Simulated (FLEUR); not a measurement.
# CaCo2As2: which magnetic order is lowest

Does CaCo2As2 prefer parallel or opposed moments?

Calculated with FLEUR MaX-R8.1; PBEsol; all-electron FLAPW, Dirac cores, scalar-relativistic bands.

### Step 1. Set-up

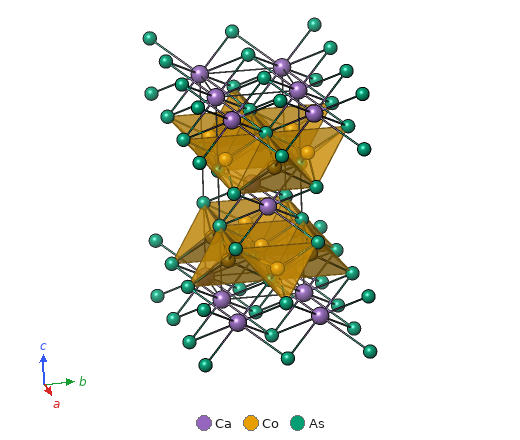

The starting structure, seen slightly off an axis (calcium purple, cobalt orange, arsenic teal). 2×1×1 cells are drawn. This picture shows the conventional cell, with its axes. Some periodic images of atoms are drawn too.

Structure file:

```xyz
5
Lattice="-2.0044 2.0044 5.0470 2.0044 -2.0044 5.0470 2.0044 2.0044 -5.0470" Properties=species:S:1:pos:R:3 pbc="T T T"
Ca    0.0000    0.0000    0.0000
Co    0.0000    2.0044    2.5235
Co    2.0044    0.0000    2.5235
As    0.0000    0.0000    3.6690
As    0.0000    0.0000    6.4250
```

The cell comes from a database of computed structures and need not be the stable phase.

### Step 2. Order 1, typed as ferro ++

The parallel start comes first: it shows whether parallel moments hold.

inpgen writes inp.xml from crystal.txt; cutoffs, mixing, functional, smearing and local orbitals are then set in the file. The k list default-1 (kpts.xml, not shown) is a Γ-centred 10×10×10 mesh; where the ranks do not divide the number of points, some are split in two of half the weight.

The input, inp.xml:

```
<?xml version="1.0" encoding="UTF-8" standalone="no"?>
<fleurInput fleurInputVersion="0.39">
   <comment>
      CaCo2As2
   </comment>
   <calculationSetup>
      <cutoffs Kmax="3.85" Gmax="11.6" GmaxXC="11.6" numbands="0"/>
      <scfLoop itmax="90" minDistance="0.00002" maxIterBroyd="15" imix="Anderson" alpha="0.05" precondParam="0.0" spinf="2.0" sdNocoIR="T"/>
      <coreElectrons ctail="T" frcor="F" kcrel="0" coretail_lmax="0"/>
      <xcFunctional name="PBEs" relativisticCorrections="F"/>
      <magnetism jspins="2"/>
      <soc l_soc="F" theta="0.0" phi="0.0" spav="F"/>
      <expertModes spex="0" secvar="F"/>
      <geometryOptimization l_f="F" forcealpha="1.0" forcemix="BFGS" epsdisp="0.00001" epsforce="0.00001"/>
      <ldaU l_linMix="F" mixParam="0.05" spinf="1.0"/>
   </calculationSetup>
   <cell>
      <bzIntegration valenceElectrons="74.0" mode="hist" fermiSmearingEnergy="0.00293995">
         <kPointListSelection listName="default-1"/>
         <xi:include xmlns:xi="http://www.w3.org/2001/XInclude" href="kpts.xml"> </xi:include>
      </bzIntegration>
      <xi:include xmlns:xi="http://www.w3.org/2001/XInclude" href="sym.xml"> </xi:include>
      <bulkLattice scale="1.0">
         <bravaisMatrix>
            <row-1>   -3.7876941184832558     3.7876941184832558     9.5374636247446194</row-1>
            <row-2>    3.7876941184832558    -3.7876941184832558     9.5374636247446194</row-2>
            <row-3>    3.7876941184832558     3.7876941184832558    -9.5374636247446194</row-3>
         </bravaisMatrix>
      </bulkLattice>
   </cell>
   <atomSpecies>
      <species name="Calcium (Ca)" element="Ca" atomicNumber="20">
         <mtSphere radius="2.8" gridPoints="925" logIncrement="0.013"/>
         <atomicCutoffs lmax="10" lnonsphr="8"/>
         <electronConfig flipSpins="F">
            <coreConfig>(1s1/2) (2s1/2) (2p1/2) (2p3/2)</coreConfig>
            <valenceConfig>(3s1/2) (3p1/2) (3p3/2) (4s1/2)</valenceConfig>
         </electronConfig>
         <energyParameters s="4" p="4" d="3" f="4"/>
         <lo type="SCLO" l="0" n="3" eDeriv="0"/>
         <lo type="SCLO" l="1" n="3" eDeriv="0"/>
      </species>
      <species name="Cobalt (Co2.002" element="Co" atomicNumber="27">
         <mtSphere radius="2.13" gridPoints="705" logIncrement="0.017"/>
         <atomicCutoffs lmax="8" lnonsphr="6"/>
         <electronConfig flipSpins="F">
            <coreConfig>(1s1/2) (2s1/2) (2p1/2) (2p3/2)</coreConfig>
            <valenceConfig>(3s1/2) (3p1/2) (3p3/2) (4s1/2) (3d3/2) (3d5/2)</valenceConfig>
            <stateOccupation state="(3d3/2)" spinUp="1.501" spinDown="1.299"/>
            <stateOccupation state="(3d5/2)" spinUp="3.0" spinDown="1.2"/>
         </electronConfig>
         <energyParameters s="4" p="4" d="3" f="4"/>
         <lo type="SCLO" l="0" n="3" eDeriv="0"/>
         <lo type="SCLO" l="1" n="3" eDeriv="0"/>
      </species>
      <species name="Arsenic (As)" element="As" atomicNumber="33">
         <mtSphere radius="2.13" gridPoints="705" logIncrement="0.018"/>
         <atomicCutoffs lmax="8" lnonsphr="6"/>
         <electronConfig flipSpins="F">
            <coreConfig>(1s1/2) (2s1/2) (2p1/2) (2p3/2) (3s1/2) (3p1/2) (3p3/2)</coreConfig>
            <valenceConfig>(4s1/2) (3d3/2) (3d5/2) (4p1/2) (4p3/2)</valenceConfig>
            <stateOccupation state="(4p1/2)" spinUp="0.500000" spinDown="0.500000"/>
            <stateOccupation state="(4p3/2)" spinUp="1.000000" spinDown="1.000000"/>
         </electronConfig>
         <energyParameters s="4" p="4" d="3" f="4"/>
      </species>
   </atomSpecies>
   <atomGroups>
      <atomGroup species="Calcium (Ca)">
         <relPos label="                   1">.0000000000 .0000000000 .0000000000</relPos>
         <force calculate="T" relaxXYZ="TTT"/>
      </atomGroup>
      <atomGroup species="Cobalt (Co2.002">
         <relPos label="                   2">-1.000/4.000 1.000/4.000 1.000/2.000</relPos>
         <relPos label="                   3">1.000/4.000 -1.000/4.000 1.000/2.000</relPos>
         <force calculate="T" relaxXYZ="TTT"/>
      </atomGroup>
      <atomGroup species="Arsenic (As)">
         <relPos label="                   4">.3634838400 .3634838400 .0000000000</relPos>
         <relPos label="                   5">-.3634838400 -.3634838400 .0000000000</relPos>
         <force calculate="T" relaxXYZ="TTT"/>
      </atomGroup>
   </atomGroups>
   <output dos="F" band="F" slice="F">
      <bandDOS minEnergy="-.5*Htr" maxEnergy="0.5*Htr" sigma="0.015" storeEVData="T"/>
      <plotting iplot="0" polar="F">
         <plot TwoD="T" vec1="  1.0  0.0  0.0" vec2="  0.0  1.0  0.0" vec3="  0.0  0.0  1.0" zero="  0.0  0.0  0.0" file="plot"/>
      </plotting>
      <moessbauerParams electricFieldGradient="F" isomerShift="F" coreHyperfine="F" valenceHyperfine="F"/>
   </output>
</fleurInput>
```

The input, crystal.txt:

```
CaCo2As2
&input film=F cartesian=F /
-2.00436140940  2.00436140940  5.04700840010
2.00436140940  -2.00436140940  5.04700840010
2.00436140940  2.00436140940  -5.04700840010
1.8897261246
1.0 1.0 1.0

5
20 0.00000000000  0.00000000000  0.00000000000
27 0.75000000000  0.25000000000  0.50000000000 : 2.002
27 0.25000000000  0.75000000000  0.50000000000 : 2.002
33 0.36348384000  0.36348384000  0.00000000000
33 0.63651616000  0.63651616000  0.00000000000

&kpt div1=10 div2=10 div3=10 gamma=T /
```

On the command line:

```console
$ OMP_NUM_THREADS=1 inpgen -f crystal.txt > inpgen.log  # inp.xml is then edited as shown
$ OMP_NUM_THREADS=1 mpirun -n 4 fleur_MPI > fleur.log
```

Output:

```text
Welcome to FLEUR        (www.flapw.de)
      MaX-Release 8.1          (www.max-centre.eu)

 ========== k-point set info ==========
 Selected k-point list: default-1
 k-point list type: mesh
 0 x 0 x 0
 Number of k points: 104

 ------------Calculation Setup---------------------------
 Number of MPI-tasks      :            4
 Number of PE/node        :            4
 Number of OMP-threads    :            1
 k-points in parallel     :            4
 pe's per k-point         :            1
 No of k-point loops      :           26
 Eigenvalue solver        :       lapack
 Number of basis functions:          581
 Approximate size of matrices (H+S) per k-point:         0.005 GB
 --------------------------------------------------------
 Iteration:     1   Distance:      24.34664453 me/bohr^3
 Iteration:     2   Distance:      18.97464060 me/bohr^3
 Iteration:     3   Distance:      14.43375893 me/bohr^3
 Iteration:     4   Distance:      13.30834292 me/bohr^3
 Iteration:     5   Distance:       5.37518200 me/bohr^3
 Iteration:     6   Distance:       4.63031855 me/bohr^3
 Iteration:     7   Distance:       5.53394353 me/bohr^3
 Iteration:     8   Distance:       2.91187346 me/bohr^3
 Iteration:     9   Distance:       1.64648946 me/bohr^3
 Iteration:    10   Distance:       1.38390780 me/bohr^3
 Iteration:    11   Distance:       0.55518867 me/bohr^3
 Iteration:    12   Distance:       0.50510973 me/bohr^3
 Iteration:    13   Distance:       0.23352912 me/bohr^3
 Iteration:    14   Distance:       0.07513561 me/bohr^3
 Iteration:    15   Distance:       0.05637134 me/bohr^3
 Iteration:    16   Distance:       0.05606465 me/bohr^3
 Iteration:    17   Distance:       0.05444935 me/bohr^3
 Iteration:    18   Distance:       0.02291144 me/bohr^3
 Iteration:    19   Distance:       0.01353751 me/bohr^3
 Iteration:    20   Distance:       0.01151699 me/bohr^3
 Iteration:    21   Distance:       0.00642176 me/bohr^3
 Iteration:    22   Distance:       0.00184254 me/bohr^3
 Iteration:    23   Distance:       0.00415442 me/bohr^3
 Iteration:    24   Distance:       0.00063105 me/bohr^3
 Iteration:    25   Distance:       0.00046230 me/bohr^3
 Iteration:    26   Distance:       0.00012274 me/bohr^3
 Iteration:    27   Distance:       0.00003340 me/bohr^3
 Iteration:    28   Distance:       0.00001844 me/bohr^3

 ********************************************************************
 Run finished successfully
 Stop message:
   all done
 ********************************************************************

--- out.xml (last complete iteration) ---
<iteration numberForCurrentRun="   28" overallNumber="   28">
         [... left out ...]
         <bandgap value="0.0028927880" units="eV"/>
         <sumValenceSingleParticleEnergies value="-53.5978645131" units="Htr"/>
         <FermiEnergy value="0.3357083436" units="Htr"/>
         <valenceDensity>
            <mtCharges spin="1">
               <mtCharge atomType="1" total="4.3567451" s="1.0654276" p="3.0482381" d="0.2261535" f="0.0138065"/>
               <mtCharge atomType="2" total="8.2088538" s="1.1426242" p="3.1362026" d="3.9219978" f="0.0065234"/>
               <mtCharge atomType="3" total="6.4113382" s="0.6041143" p="0.7939853" d="5.0018226" f="0.0090059"/>
            </mtCharges>
            <mtCharges spin="2">
               <mtCharge atomType="1" total="4.3434923" s="1.0672366" p="3.0467777" d="0.2122850" f="0.0140652"/>
               <mtCharge atomType="2" total="7.5300373" s="1.1340724" p="3.1336886" d="3.2544020" f="0.0063972"/>
               <mtCharge atomType="3" total="6.4028832" s="0.6011234" p="0.7880885" d="5.0026426" f="0.0089844"/>
            </mtCharges>
            <spinDependentCharge spin="1" total="37.6989822" interstitial="4.1018532" mtSpheres="33.5971290"/>
            <spinDependentCharge spin="2" total="36.3010178" interstitial="4.0916845" mtSpheres="32.2093333"/>
            <totalCharge value="74.0000000000"/>
         </valenceDensity>
         [... left out ...]
         <allElectronCharges>
            <spinDependentCharge spin="1" total="70.6989822" interstitial="4.1025705" mtSpheres="66.5964116"/>
            <spinDependentCharge spin="2" total="69.3010178" interstitial="4.0924016" mtSpheres="65.2086162"/>
            <totalCharge value="139.9999999829"/>
         </allElectronCharges>
         <magneticMomentsInMTSpheres units="muBohr">
            <globalMagMoment atomType="1" vec="0.00000   0.00000   0.01325"/>
            <localMagMoment atomType="1" vec="0.00000   0.00000   0.01325"/>
            <globalMagMoment atomType="2" vec="0.00000   0.00000   0.67882"/>
            <localMagMoment atomType="2" vec="0.00000   0.00000   0.67882"/>
            <globalMagMoment atomType="3" vec="0.00000   0.00000   0.00845"/>
            <localMagMoment atomType="3" vec="0.00000   0.00000   0.00845"/>
         </magneticMomentsInMTSpheres>
         <moessbauerParams unitsHFF="kG" unitsIS="e/bohr^3" unitsEFG="Htr/bohr^2">
         </moessbauerParams>
         <totalEnergy value="    -7983.1549568769" units="Htr">
            <sumOfEigenvalues value="    -4598.3213136262">
               <coreElectrons value="-4544.7234491131"/>
               <valenceElectrons value="-53.5978645131"/>
            </sumOfEigenvalues>
            <densityCoulombPotentialIntegral value="-12313.2502514008"/>
            <densityEffectivePotentialIntegral value="-12728.6621847501"/>
            <chargeDenXCDenIntegral value="-316.9234228043"/>
            <FockExchangeEnergyValence value="0.0000000000"/>
            <FockExchangeEnergyCore value="0.0000000000"/>
            <atomTypeDependentContributions atomType="1">
               <electronNucleiInteractionDifferentMTs value="805.3829398899"/>
               <MadelungTerm value="-7.8591838081"/>
            </atomTypeDependentContributions>
            <atomTypeDependentContributions atomType="2">
               <electronNucleiInteractionDifferentMTs value="3332.4658557990"/>
               <MadelungTerm value="-22.6198663584"/>
            </atomTypeDependentContributions>
            <atomTypeDependentContributions atomType="3">
               <electronNucleiInteractionDifferentMTs value="5432.1940951987"/>
               <MadelungTerm value="-39.4253384421"/>
            </atomTypeDependentContributions>
            <tkbTimesEntropy value="0.0022589357"/>
            <freeEnergy value="-7983.1572158126"/>
            <extrapolationTo0K value="-7983.1560863447"/>
         </totalEnergy>
         <densityConvergence units="me/bohr^3">
            <chargeDensity spin="1" distance="0.0000085240"/>
            <chargeDensity spin="2" distance="0.0000133420"/>
            <overallChargeDensity distance="0.0000127015"/>
            <spinDensity distance="0.0000184393"/>
         </densityConvergence>
      </iteration>
```

Wall time 3.6 min (4 MPI ranks of Arm Neoverse V2, shared host); peak memory 0.37 GiB.

Spin moment in the muffin-tin sphere by atom:

```
atom  spin moment in the muffin-tin sphere (μB)
 Ca1                                      0.013
 Co2                                      0.679
 Co3                                      0.679
 As4                                      0.008
 As5                                      0.008
```

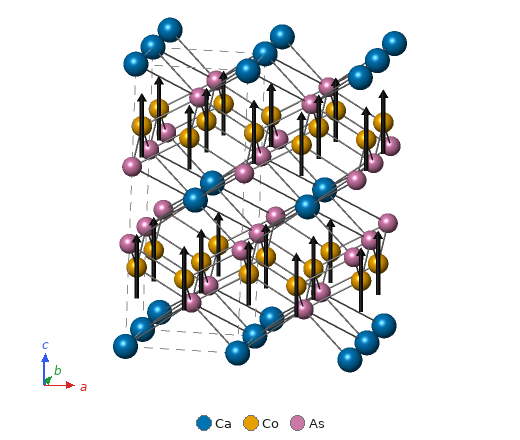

Spin moment in the muffin-tin sphere as arrows, the longest 0.679 μB. Up and down stand for the sign. Arrows give size and sign along the axis of quantisation, drawn up and down the page. 2×2×1 conventional cells are drawn. Some periodic images of atoms are drawn too.

This step gave:

| Property | Result |
| --- | --- |
| free energy | -217232.7745 eV |
| program's band gap on this mesh (in a metal only a level spacing) | 0.002893 eV |
| magnetization | 1.398 μB |
| final state | ferromagnetic |

After 28 cycles the largest moment stands at 0.679 μB.

(Part 1 of 2 ends here.)

[Logs and program files are shortened in this print: banners, set-up blocks, solver, clock and traceback lines can be left out without a mark of their own.]

[Logs are printed without paths, hosts, clocks, repeated set-up lines and the standing remarks that a program may print on its own settings, such as how far it seeks lower states.]

[Hosts, paths, dates, database ids (printed as entryN), source tags and the programs' standing remarks are cut or masked in the printed files.]

[Where a cell is said to come from a database of computed structures, the database is the Materials Project.]
